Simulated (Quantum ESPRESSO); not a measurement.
# Voltage at the next charge: Pt(111), 4 layers, one monolayer of Li on fcc sites against an electrode

How the rows were computed: Quantum ESPRESSO 7.5, PBE, GBRV ultrasoft; ESM with bc3, a metal electrode 6.96 Å above the top atoms; cell area 6.654 Å²; ions fixed. V is the potential energy of an electron at the electrode over the slab's Fermi level, divided by e, so that it equals the work function at zero charge; positive charge removes electrons.

```
charge (e a cell)  V (V)
                0  3.496
             0.01  4.761
             0.02  6.059
```

One more run was made and is withheld. What is V at a charge of 0.0399 e, and what capacitance do the rows imply?

**Worked estimate.** The last two rows give dV/dq = (6.059 − 4.761)/(0.02 − 0.01) = 129.8 V/e, so C = 1602/(6.654 × 129.8) = 1.86 µF/cm², an effective gap of 8.854/1.86 = 4.77 Å. At constant C, V = 6.059 + 129.8 × 0.0199 = 8.64 V.

**The withheld run.** V = 8.719 V; the estimate misses by −0.08 V, 2.9 % of the step. Over the three intervals C goes 1.90, 1.86 and 1.80 µF/cm²: it falls as electrons leave, the surface charge drawing back towards the atoms.

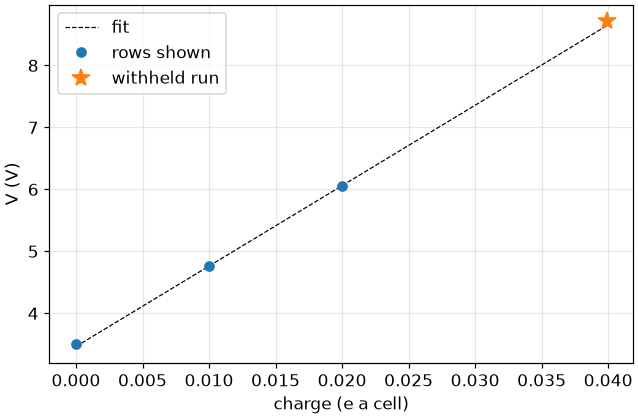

The rows shown, the fit and the withheld run.

Caveats: Vacuum fills the gap; a dielectric or electrolyte would change C. The slab is thin.

[Logs are printed without paths, hosts, clocks, repeated set-up lines and the standing remarks that a program may print on its own settings, such as how far it seeks lower states.]
